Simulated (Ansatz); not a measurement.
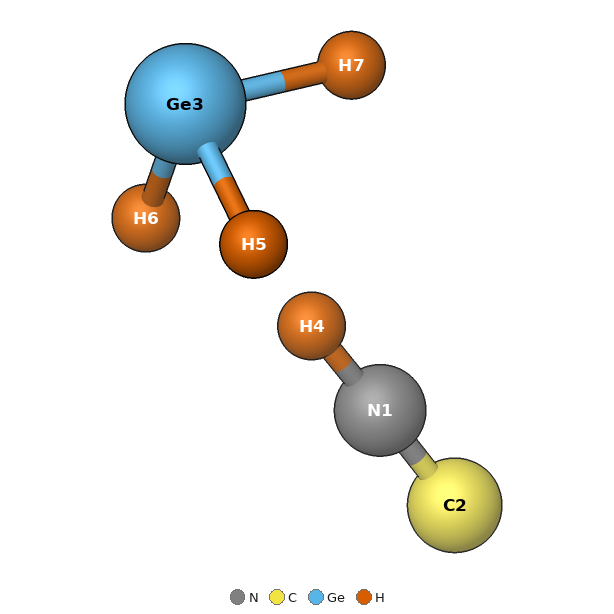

Atoms carry their numbers in the input. The species has charge −1 and is a spin singlet. Computed geometry: PBE0-D4/def2-TZVPD optimisation. No frequency run is at hand to confirm it as a minimum.

Give the bond lengths.

| bond | length (Å) |
| --- | --- |
| N1–C2 | 1.160 |
| N1–H4 | 1.038 |
| Ge3–H5 | 1.610 |
| Ge3–H6 | 1.622 |
| Ge3–H7 | 1.610 |
